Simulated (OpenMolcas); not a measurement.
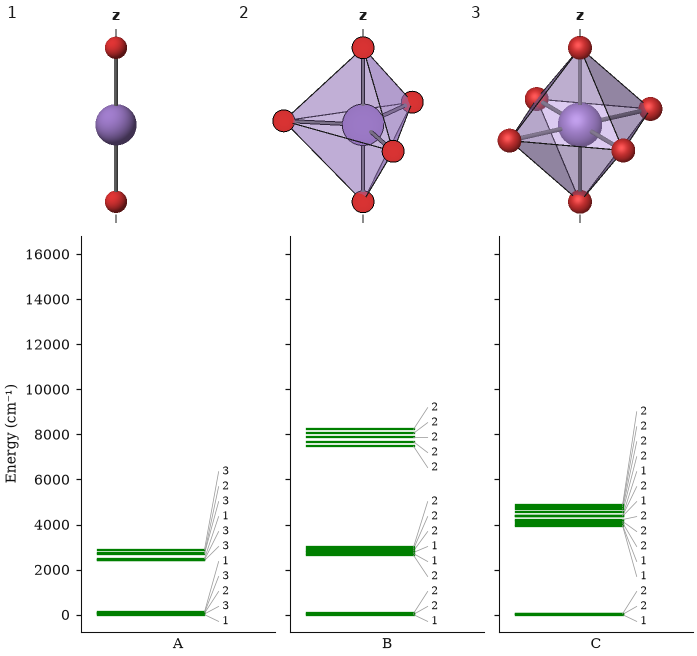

Mn³⁺ (3d⁴) among point charges in three arrangements (top) and its lowest levels in each (bottom, numbers are degeneracies). Level of the calculation: state-averaged CASSCF, active space 4 electrons in the shell 3d, basis ANO-RCC-VDZP, DKH2 scalar Hamiltonian, spin-orbit coupling by RASSI with atomic mean-field integrals (OpenMolcas).

(1) 2 point charges of −1.25 e at 1.97 Å, arranged as: linear (D∞h)
(2) 5 point charges of −2 e at 1.89 Å, arranged as: trigonal bipyramid (D3h), axial distortion 1.03
(3) 6 point charges of −1 e at 1.87 Å, arranged as: octahedron (Oh)

### Match the level schemes to the arrangements.

A is (3). The ground level is A₁, non-degenerate, 100 % from states of spin multiplicity 5. The next level lies at 31 cm⁻¹ (T₁). B is (1). The ground level is non-degenerate, 100 % from states of spin multiplicity 5. The next level lies at 13 cm⁻¹. C is (2). The ground level is A₁, non-degenerate, 100 % from states of spin multiplicity 5. The next level lies at 8.9 cm⁻¹ (E).

Caveat: orbital doublet at a regular site, Jahn-Teller distortion not allowed for; point charges lack covalency, field too small at true ligand charges; small active space favours high spin, ground spin may be wrong.
